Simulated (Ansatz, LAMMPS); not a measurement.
# Glassy 97GeO2-3Na2O (mol %) (93 atoms): where an added charge goes, part 2 of 4

Does an extra electron or hole in glassy 97GeO2-3Na2O (mol %) (93 atoms) stay spread out, or do the atoms trap it?

Ansatz 0.2.0; Kohn-Sham DFT, PBE, PAW (set soft_2), plane waves.

The cell: 30 Ge, 2 Na and 61 O. The quench rate of 60 K/ps far exceeds what a furnace or splat quench reaches. The network of bonds at the start is that of the classical potential that made the cell. Sampling is at Γ alone, for a cell whose shortest periodic width is 11 Å.

So far. Step 2 (Single point at the start): The r.m.s. force at the start is 1.1 eV/Å. Step 3 (Relaxation): The relaxation converged after 25 steps, 12.2 eV below its start, with a largest force component of 0.018 eV/Å.

### 4. Single point at the relaxed geometry

The electronic structure is read at the final geometry, in a run of its own.

Contents of input.yaml:

```yaml
crystal:
  lattice:
    - [11.32922, 0.0, 0.0]
    - [0.0, 11.32922, 0.0]
    - [0.0, 0.0, 11.32922]
  atoms:
    - { symbol: Ge, position: [0.73668, 0.08448, 0.42961] }
    - { symbol: Ge, position: [0.02376, 0.48025, 0.17772] }
    - { symbol: Ge, position: [0.92719, 0.4483, 0.53715] }
    - { symbol: Ge, position: [0.02577, 0.13047, 0.11132] }
    - { symbol: Ge, position: [0.21911, 0.94827, 0.73859] }
    - { symbol: Ge, position: [0.15899, 0.62914, 0.50033] }
    [... 81 atom lines left out ...]
    - { symbol: O, position: [0.58188, 0.53533, 0.00707] }
    - { symbol: O, position: [0.49291, 0.72954, 0.05066] }
    - { symbol: O, position: [0.70536, 0.64115, 0.71012] }
    - { symbol: O, position: [0.97607, 0.58077, 0.2887] }
    - { symbol: O, position: [0.6571, 0.1058, 0.56583] }
    - { symbol: O, position: [0.9094, 0.37319, 0.1628] }
kpoints:
  mp_grid: { grid: [1, 1, 1] }
hamiltonian:
  xc: pbe
scf:
  occupations: { method: fermi_dirac, width: 0.025 }
output:
  forces: true
  stress: true
  populations: intrinsic
  dos:
    method: { smearing: { sigma: 0.15 } }
    de: 0.1
    projected: { site_lists: { Ge: [Ge], Na: [Na], O: [O] } }
  eigenvalues: true
  write_density: true
  write_potential: true
  volumetric_format: npy
```

Started as:

```console
$ ansatz run input.yaml --threads 4 --pin off --max-ram 8192MiB --backend cpu --events-out ev --progress --plain --runs-dir out
```

Numbers of over 12 decimals in the logs are rounded to 6 here.

Output:

```text
[...]
Crystal: 93 atoms, lattice volume = 1454.119 Å³
Basis set: ecut = 420 eV, 28425 PW (Γ), exchange–correlation on 160×160×160 points (8 copies of the dense FFT grid, shifted against one another)
Bands: 495, of which v1, the nominal top of the filled ones, is band 402 counted from 1 (401 counted from 0)
Symmetry: 1 space group operations
[...]
k-points: 1
[...]
SCF iter   1: F=—  HF=-166425.574931 eV  |F-HF|=—  |Δ(HF+E_count)|=         —  Δρ=2.46e-3  dr2=1.02e-1  ethr=1.77e-3  ⟨swp⟩=6.0  Hψ=1932  notcnv=0  defer=45
[...]
SCF iter   9: F=-166425.570663 eV  HF=-166425.570663 eV  |F-HF|=3.71e-8  |Δ(HF+E_count)|=   1.93e-7  Δρ=2.34e-6  dr2=7.36e-8  ethr=1.24e-11  ⟨swp⟩=16.0  Hψ=3718  notcnv=0
SCF 1 converged in 9 iterations: F = -166425.570663 eV  dr2 = 7.36e-8
[...]
WARN: The input density's exchange-correlation potential varies sharply where the density is thin. Do not read a vacuum level from v_tot or v_xc, or from such a field of the output density. On a cell that repeats whose density bears no net charge and no dipole along the vacuum's axis use v_es (v_loc + v_h of the components); [...]
SCF converged after 9 iterations
Free energy (F): -166425.570663 eV
[...]
Internal energy: -166425.570663 eV  (E = F + TS)
E sigma→0 (E₀):  -166425.570663 eV
Fermi energy:    4.282920 eV
[...]
--- Forces (eV/Å), atoms counted from 1 ---
  atom   1  Ge    -0.00081309     0.00056482    -0.00384941
  atom   2  Ge     0.00518861    -0.00004452     0.00186092
  atom   3  Ge    -0.00003933    -0.00187020    -0.00286813
  atom   4  Ge    -0.00168246     0.00308230     0.00423538
  atom   5  Ge    -0.00242584     0.00019131    -0.01177154
  atom   6  Ge     0.00152079     0.00771736     0.00787129
  atom   7  Ge     0.00225148     0.00142052     0.00821132
  atom   8  Ge     0.00246284     0.00152858     0.00062052
  atom   9  Ge     0.00790363    -0.01034270     0.00835986
  atom  10  Ge    -0.00064280    -0.00327139     0.00593089
  atom  11  Ge     0.00167743     0.00706936    -0.01128979
  atom  12  Ge    -0.00325455     0.00391089    -0.00550029
  atom  13  Ge    -0.01291683    -0.00620359     0.01023598
  atom  14  Ge    -0.00299659     0.00093040    -0.00214343
[...]
atom  92  O      0.00078876     0.00095293    -0.00020620
  atom  93  O     -0.01077647    -0.00266448    -0.00294504
  max |Σ_I F_I| component: 7.65e-5 eV/Å
--- Stress (GPa, compression-positive) ---
       -1.772740      -1.279329       0.428673
       -1.279330      -0.146256      -0.803182
        0.428673      -0.803182      -5.086010
  P = ⅓ Tr σ = -2.3350 GPa (-23.350 kbar)
--- Band table (eV) ---
[...]
--- intrinsic populations: 93 sites ---
  site symbol       q [e]
     0     Ge     12.4451
     1     Ge     12.4372
     2     Ge     12.4308
[...]
92      O      6.7761
  spilling = -0.000000 (of n_electrons = 804.000000)
```

It took 30 s on 4 threads of Intel Xeon Platinum 8488C (Sapphire Rapids), shared host; peak memory 2.2 GiB.

The program notes that the exchange-correlation potential is rough where the density is thin.

Numbers from this run:

```
free energy                                      : -166425.5707 eV
free energy per atom                             : -1789.5223 eV/atom
SCF cycles                                       : 9
pressure                                         : -2.335 GPa
r.m.s. force component                           : 0.00526 eV/Å
longest force                                    : 0.02091 eV/Å
Fermi energy                                     : 4.283 eV
gap (highest filled to lowest empty level) : 1.457 eV
```

Intrinsic-atomic-orbital charges by element and coordination:

```csv
element,coordination,atoms,mean charge (e),spread,least,most
Ge,all,30,1.56,0.0255,1.47,1.59
Ge,4,29,1.56,0.0257,1.47,1.59
Ge,5,1,1.54,0,1.54,1.54
Na,all,2,0.816,9.0e-4,0.815,0.817
Na,4,1,0.817,0,0.817,0.817
Na,5,1,0.815,0,0.815,0.815
O,all,61,-0.792,0.0245,-0.920,-0.750
O,2,53,-0.787,0.022,-0.920,-0.750
O,3,8,-0.825,0.0116,-0.851,-0.812
```

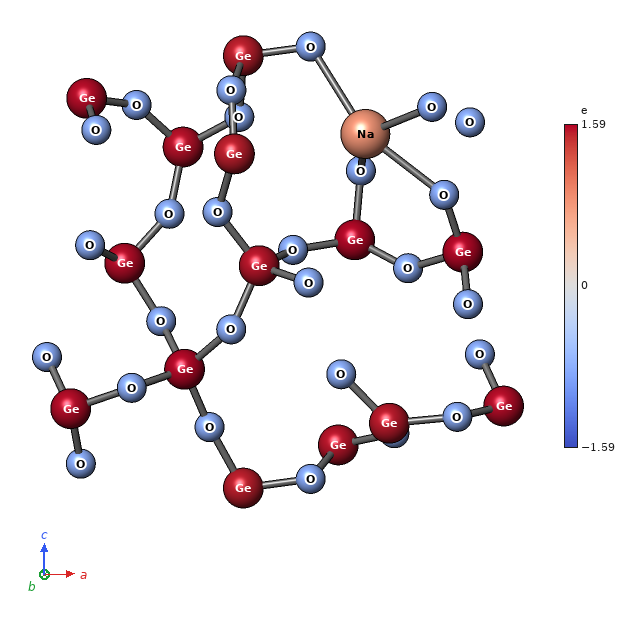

Atoms coloured by intrinsic-atomic-orbital charge. Drawn is a slice 4 Å thick, seen along the normal of the ac plane. Bonds to atoms that aren't drawn are left out.

Density of states as counts of states in windows of 1 eV (from the Fermi level), total and the larger projections:

```csv
from (eV),to (eV),total,O p,Ge p,Ge s
-14,-11,0.0,0.0,0.0,0.0
-11,-10,12.5,6.9,0.4,4.6
-10,-9,13.9,7.8,0.7,4.4
-9,-8,18.0,10.5,1.5,4.4
-8,-7,12.6,7.9,1.6,2.2
-7,-6,34.0,24.8,8.1,0.3
-6,-5,29.8,22.4,6.3,0.2
-5,-4,37.0,29.2,4.4,0.6
-4,-3,68.3,60.6,4.1,0.5
-3,-2,107.9,103.4,1.9,0.3
-2,-1,28.2,27.5,0.3,0.0
-1,0,3.9,3.6,0.1,0.0
0,1,2.0,0.5,0.1,0.9
1,2,1.8,0.5,0.2,0.8
2,3,13.7,3.8,1.7,5.9
3,4,17.5,4.9,2.8,7.0
4,5,13.3,3.7,3.2,4.5
```

Between -26 and -14 eV lie 434 more states.

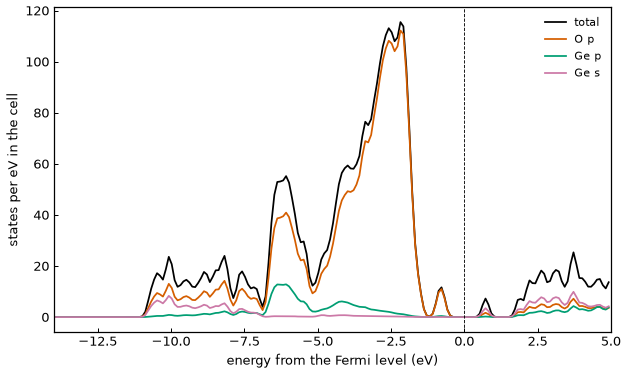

Total and projected density of states, with the broadening of the input.

The levels nearest the highest filled one (over half full), pooled over k-points and spins:

```csv
level less the highest filled one (eV),occupation
-1.06,2
-1.01,2
-0.920,2
-0.798,2
-0.141,2
0,2
1.46,0
2.60,0
2.90,0
2.99,0
3.17,0
3.31,0
```

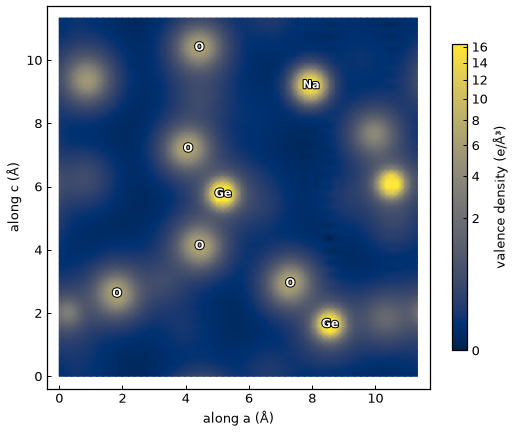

Valence density in the ac plane at fractional y = 0.430, with atoms of Ge and Na and O within 0.2 Å of it. It is the smooth field of the valence electrons, not physical close to the nuclei. The colour scale is stretched toward low values.

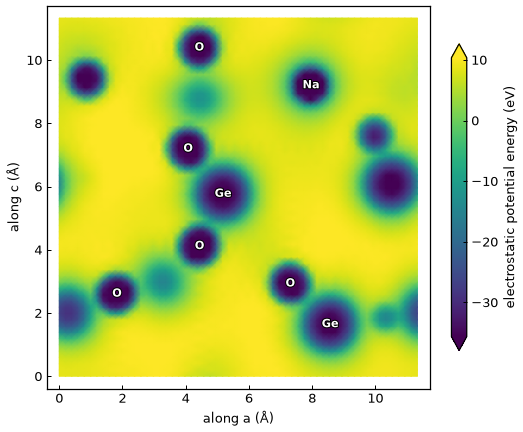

Electrostatic potential energy in the ac plane at fractional y = 0.430, with atoms of Ge and Na and O within 0.2 Å of it. With pseudopotentials it is smooth inside the atoms' cores, unlike the true potential.

Between filled and empty levels lie 1.46 eV (at Γ alone); a semilocal functional tends to put such gaps too low. In a disordered cell it changes from sample to sample, and tail or defect levels can set it. Mean intrinsic-atomic-orbital charges: Ge +1.56, Na +0.82, O -0.79 e. The largest share in the top eV of filled states is O p (97 % of the projected weight), and in the lowest eV of empty states Ge s (48 % of the projected weight).

### 5. An extra electron, atoms held

The electron count changes by one with the atoms held: a vertical process, on a uniform background, with spin and a narrow Fermi–Dirac smearing. Its energy against the neutral cell hangs on the program's zero of potential.

Contents of input.yaml:

```yaml
crystal:
  lattice:
    - [11.32922, 0.0, 0.0]
    - [0.0, 11.32922, 0.0]
    - [0.0, 0.0, 11.32922]
  atoms:
    [... the 93 atom lines of step 4 ...]
total_charge: -1
kpoints:
  mp_grid: { grid: [1, 1, 1] }
hamiltonian:
  xc: pbe
scf:
  occupations: { method: fermi_dirac, width: 0.01 }
  lower_state_search: "off"
output:
  forces: true
  stress: true
  populations: true
  dos:
    method: { smearing: { sigma: 0.08 } }
    de: 0.1
    projected: { site_lists: { Ge: [Ge], Na: [Na], O: [O] } }
  eigenvalues: true
  write_density: true
  write_potential: true
  volumetric_format: npy
magnetization:
  spin_polarized: true
  initial_magnetization: 1
```

Output:

```text
[...]
Crystal: 93 atoms, lattice volume = 1454.119 Å³
Basis set: ecut = 420 eV, 28425 PW (Γ), exchange–correlation on 160×160×160 points (8 copies of the dense FFT grid, shifted against one another)
Bands: 496, of which v1, the nominal top of the filled ones, is band 403 counted from 1 (402 counted from 0)
Symmetry: 1 space group operations
[...]
k-points: 1
[...]
Starting moments: Σ|m| = 1 μB on 93 of 93 sites
[...]
SCF iter   1: F=—  HF=-166442.176163 eV  |F-HF|=—  |Δ(HF+E_count)|=         —  Δρ=4.34e-2 (↑4.19e-2 ↓4.34e-2)  dr2=7.49e1  dr2_m=1.64e-2  M=1.000 μB ∫|m|=1.045 μB  β_m=1.00  ethr=3.10e-3  ⟨swp⟩=6.0  Hψ=3442  notcnv=0  defer=36
[...]
spin=Collinear: Resta preconditioning applied to the charge; magnetization (m = ρ↑ − ρ↓) channel mixes plain (no charge-response kernel on spin).
SCF iter   2: F=—  HF=-166426.508899 eV  |F-HF|=—  |Δ(HF+E_count)|=         —  Δρ=2.60e-2 (↑2.60e-2 ↓2.60e-2)  dr2=2.37e1  dr2_m=1.03e-3  M=0.673 μB ∫|m|=0.753 μB  β_m=0.30  ethr=3.10e-3  ⟨swp⟩=2.0  Hψ=1954  notcnv=0  defer=176
[...]
SCF iter   9: F=—  HF=-166420.552519 eV  |F-HF|=—  |Δ(HF+E_count)|=   7.21e-4  Δρ=1.11e-4 (↑1.11e-4 ↓7.92e-5)  dr2=1.22e-4  dr2_m=5.96e-5  M=0.553 μB ∫|m|=0.618 μB  β_m=0.30  ethr=7.78e-8  ⟨swp⟩=2.0  Hψ=1626  notcnv=0  defer=172
[...]
spin-set hold released at iteration 9 (site moments contracting): the magnetisation degrees of freedom join the quasi-Newton model from the next iteration; the mixer history was flushed
SCF iter  10: F=—  HF=-166420.552608 eV  |F-HF|=—  |Δ(HF+E_count)|=   8.87e-5  Δρ=8.52e-5 (↑8.52e-5 ↓6.21e-5)  dr2=6.92e-5  dr2_m=3.94e-5  M=0.546 μB ∫|m|=0.611 μB  β_m=0.60  ethr=1.51e-8  ⟨swp⟩=2.0  Hψ=1626  notcnv=0  defer=172
[...]
SCF iter  19: F=-166420.550764 eV  HF=-166420.550764 eV  |F-HF|=1.05e-9  |Δ(HF+E_count)|=   7.25e-9  Δρ=2.64e-7 (↑2.64e-7 ↓2.02e-7)  dr2=2.27e-9  dr2_m=3.07e-10  M=0.411 μB ∫|m|=0.458 μB  ethr=4.86e-12  ⟨swp⟩=7.0  Hψ=5367  notcnv=0
SCF 1 converged in 19 iterations: F = -166420.550764 eV  dr2 = 2.27e-9
[...]
SCF converged after 19 iterations
Magnetization: 0.4115 μB (402.7057 up, 402.2943 down)
Absolute magnetization: 0.4397 μB (∫|ρ↑−ρ↓|, with the PAW one-centre terms)
[...]
Per-site moments (μB) at R_I (Å): [(0.00175013, 0.721199), (0.00107927, 0.728639), (0.00121731, 0.727583), (0.00143973, 0.724076), (0.00157598, 0.728563), [...]
Free energy (F): -166420.550764 eV
[...]
Internal energy: -166420.538646 eV  (E = F + TS)
E sigma→0 (E₀):  -166420.544705 eV
Entropy (-TS):   -0.012118 eV (-0.130 meV/atom)
Fermi energy:    5.053837 eV
[...]
--- Forces (eV/Å), atoms counted from 1 ---
  atom   1  Ge    -0.02249351    -0.00196180     0.10017582
  atom   2  Ge     0.08033215    -0.10888143     0.05317693
  atom   3  Ge    -0.00178795     0.01574784    -0.08947331
  atom   4  Ge     0.04373585     0.10344221     0.00368224
  atom   5  Ge     0.08008428     0.07516006     0.00596779
  atom   6  Ge     0.10711058    -0.02826088    -0.01305091
  atom   7  Ge     0.06507412     0.03065825    -0.01618466
  atom   8  Ge     0.13947543    -0.05834919     0.00900413
  atom   9  Ge     0.17320787    -0.09730808     0.00013303
  atom  10  Ge    -0.05487269     0.03433076     0.01750926
  atom  11  Ge     0.01227066     0.01969152    -0.00759820
  atom  12  Ge     0.09795413     0.07135868    -0.08461788
  atom  13  Ge     0.02290994     0.06319180     0.01831000
  atom  14  Ge    -0.12907803    -0.02185532     0.01607384
[...]
atom  92  O      0.13454041    -0.08512117    -0.03847215
  atom  93  O     -0.02189962    -0.03398115    -0.02177097
  max |Σ_I F_I| component: 8.66e-6 eV/Å
--- Stress (GPa, compression-positive) ---
       -1.173514      -1.198699       0.394422
       -1.198699       0.366966      -0.767814
        0.394422      -0.767814      -4.233043
  P = ⅓ Tr σ = -1.6799 GPa (-16.799 kbar)
--- Band table (eV) ---
[...]
--- Löwdin populations: 93 sites ---
  site symbol       q [e]    m [muB]
     0     Ge     12.4476     0.0077
     1     Ge     12.4351     0.0054
     2     Ge     12.4292     0.0055
[...]
92      O      6.7210     0.0020
  spilling = 0.005120 (of n_electrons = 805.000000)
```

The job ended after 93 s (4 threads; peak memory 3.7 GiB; 5.8 min of CPU time).

An extra electron, atoms held: the energy stands 5.02 eV above that of the reference, with a moment of 0.41 μB. An odd electron should give 1 μB; this run ended with the carrier shared between both spins.

The levels nearest the highest filled one (over half full), pooled over k-points and spins:

```csv
level less the highest filled one (eV),occupation
-1.70,1
-1.56,1
-1.56,1
0,0.706
0.0175,0.294
1.17,0
1.19,0
1.43,0
```

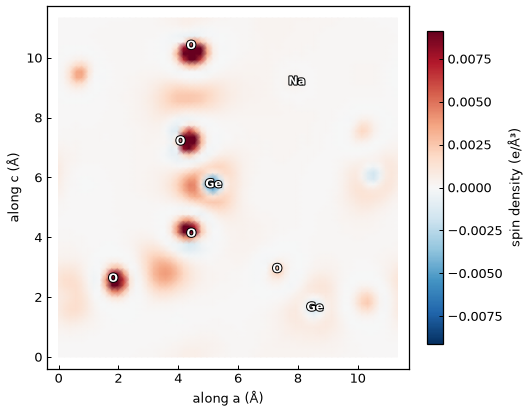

Spin density in the ac plane at fractional y = 0.430, with atoms of Ge and Na and O within 0.2 Å of it.

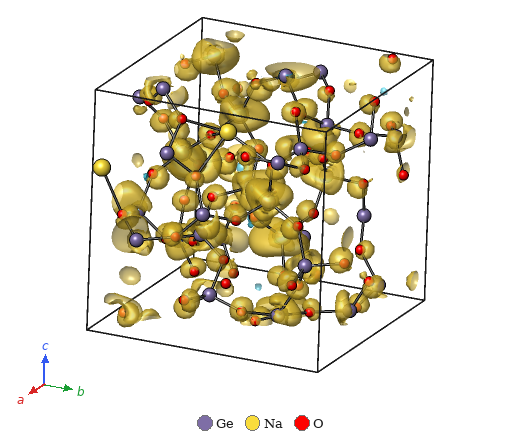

Surfaces of spin density = ±0.0011 e/Å³, which hold about 50 % of the integral of its size. The two colours are the two signs. Bonds to atoms that aren't drawn are left out.

### 6. An extra electron, atoms relaxed

The atoms now respond to the charge; the energy gained comes from screening by the atoms, from trapping if the charge localises, and from any strain left in the reference.

input.yaml, the sections that differ from step 5:

```yaml
output:
  forces: true
relax:
  f_tol: 0.05
  max_steps: 90
# crystal, total_charge, kpoints, hamiltonian, scf, magnetization: as in step 5
```

Output:

```text
[...]
Crystal: 93 atoms, lattice volume = 1454.119 Å³
Basis set: ecut = 420 eV, 28425 PW (Γ), exchange–correlation on 160×160×160 points (8 copies of the dense FFT grid, shifted against one another)
Bands: 496, of which v1, the nominal top of the filled ones, is band 403 counted from 1 (402 counted from 0)
Symmetry: 1 space group operations
[...]
k-points: 1
[...]
Starting moments: Σ|m| = 1 μB on 93 of 93 sites
[...]
SCF iter   1: F=—  HF=-166442.176161 eV  |F-HF|=—  |Δ(HF+E_count)|=         —  Δρ=4.34e-2 (↑4.19e-2 ↓4.34e-2)  dr2=7.49e1  dr2_m=1.64e-2  M=1.000 μB ∫|m|=1.045 μB  β_m=1.00  ethr=3.10e-3  ⟨swp⟩=6.0  Hψ=3442  notcnv=0  defer=36
[...]
SCF iter   2: F=—  HF=-166426.508897 eV  |F-HF|=—  |Δ(HF+E_count)|=         —  Δρ=2.60e-2 (↑2.60e-2 ↓2.60e-2)  dr2=2.37e1  dr2_m=1.03e-3  M=0.673 μB ∫|m|=0.753 μB  β_m=0.30  ethr=3.10e-3  ⟨swp⟩=2.0  Hψ=1954  notcnv=0  defer=176
[...]
SCF iter   9: F=—  HF=-166420.550498 eV  |F-HF|=—  |Δ(HF+E_count)|=   7.39e-4  Δρ=1.11e-4 (↑1.11e-4 ↓7.92e-5)  dr2=1.22e-4  dr2_m=5.96e-5  M=0.553 μB ∫|m|=0.618 μB  β_m=0.30  ethr=7.78e-8  ⟨swp⟩=2.0  Hψ=1626  notcnv=0  defer=172
[...]
SCF iter  11: F=—  HF=-166420.550726 eV  |F-HF|=—  |Δ(HF+E_count)|=   1.44e-4  Δρ=2.88e-5 (↑2.77e-5 ↓2.88e-5)  dr2=7.84e-6  dr2_m=9.32e-6  M=0.524 μB ∫|m|=0.586 μB  β_m=0.69  ethr=7.76e-9  ⟨swp⟩=3.0  Hψ=2611  notcnv=0
[...]
SCF iter  14: F=-166420.550758 eV  HF=-166420.550759 eV  |F-HF|=8.58e-7  |Δ(HF+E_count)|=   6.86e-6  Δρ=1.07e-5 (↑1.07e-5 ↓1.06e-5)  dr2=1.88e-6  dr2_m=1.02e-6  M=0.468 μB ∫|m|=0.521 μB  β_m=0.96  ethr=2.97e-10  ⟨swp⟩=1.0  Hψ=2849  notcnv=0
SCF iter  15: F=-166420.550761 eV  HF=-166420.550762 eV  |F-HF|=1.01e-6  |Δ(HF+E_count)|=   3.49e-6  Δρ=8.47e-6 (↑8.47e-6 ↓7.24e-6)  dr2=1.70e-6  dr2_m=3.98e-7  M=0.449 μB ∫|m|=0.500 μB  ethr=2.34e-10  ⟨swp⟩=1.0  Hψ=2727  notcnv=0
SCF 1 converged in 15 iterations: F = -166420.550761 eV  dr2 = 1.70e-6
[...]
relax step   1: F+E_penalty+E_count = -166420.55076109 eV  Δ(F+E_penalty+E_count) = +0.000e0 eV  max|allowed force component| = 1.737e-1 eV/Å  Δτ_max = 0.0000 Å  (15 SCF iters, dr2 threshold 6.25e-5 eV, accepted)
[...]
relax step   2: F+E_penalty+E_count = -166420.56577859 eV  Δ(F+E_penalty+E_count) = -1.502e-2 eV  max|allowed force component| = 9.045e-2 eV/Å  Δτ_max = 0.0170 Å  (13 SCF iters, accepted)
[...]
relax step   3: F+E_penalty+E_count = -166420.57294399 eV  Δ(F+E_penalty+E_count) = -7.165e-3 eV  max|allowed force component| = 2.948e-2 eV/Å  Δτ_max = 0.0186 Å  (13 SCF iters, accepted)
SCF converged after 13 iterations
Magnetization: 0.5420 μB (402.7710 up, 402.2290 down)
Absolute magnetization: 0.5795 μB (∫|ρ↑−ρ↓|, with the PAW one-centre terms)
[...]
Per-site moments (μB) at R_I (Å): [(0.00226292, 0.722355), (0.00139185, 0.730293), (0.00151427, 0.728848), (0.00179194, 0.724249), (0.00198664, 0.729339), [...]
Free energy (F): -166420.572944 eV
[...]
Internal energy: -166420.562182 eV  (E = F + TS)
E sigma→0 (E₀):  -166420.567563 eV
Entropy (-TS):   -0.010762 eV (-0.116 meV/atom)
Fermi energy:    5.013022 eV
[...]
Σ components = -166420.572944   (vs F -166420.572944, Δ=0.00e0)
--- Forces (eV/Å), atoms counted from 1 ---
  atom   1  Ge    -0.00827142    -0.00157451     0.00342528
  atom   2  Ge    -0.00309365     0.00392019    -0.00902750
  atom   3  Ge    -0.00187101    -0.00481102     0.01046692
  atom   4  Ge    -0.00007951    -0.00191717     0.00313545
[...]
atom  93  O     -0.01116847     0.01035277    -0.00210368
  max |Σ_I F_I| component: 6.54e-5 eV/Å
--- Relaxed structure (3 steps of the walk, 3 accepted, 0 SCFs on fresh bases) ---
  F+E_penalty+E_count = -166420.57294399 eV   max|allowed force component| = 2.948e-2 eV/Å
  atoms:
    - { symbol: Ge, position: [0.737362, 0.084576, 0.430020] }
    - { symbol: Ge, position: [0.023566, 0.479122, 0.177285] }
    - { symbol: Ge, position: [0.926817, 0.448820, 0.536942] }
    - { symbol: Ge, position: [0.025143, 0.130939, 0.111489] }
[...]
- { symbol: O, position: [0.908868, 0.372246, 0.161673] }
```

The job ended after 2.6 min (4 threads; peak memory 3.6 GiB; 9.8 min of CPU time).

The relaxation converged after 3 steps, 0.0222 eV below its start, with a largest force component of 0.029 eV/Å.

An extra electron, atoms relaxed: the energy stands 5.00 eV above that of the reference, with a moment of 0.54 μB. An odd electron should give 1 μB; this run ended with the carrier shared between both spins.

(Continued in part 3 of 4.)

[Logs are printed without paths, hosts, clocks, repeated set-up lines and the standing remarks that a program may print on its own settings, such as how far it seeks lower states.]

[Hosts, paths, dates, database ids (printed as entryN), source tags and the programs' standing remarks are cut or masked in the printed files.]
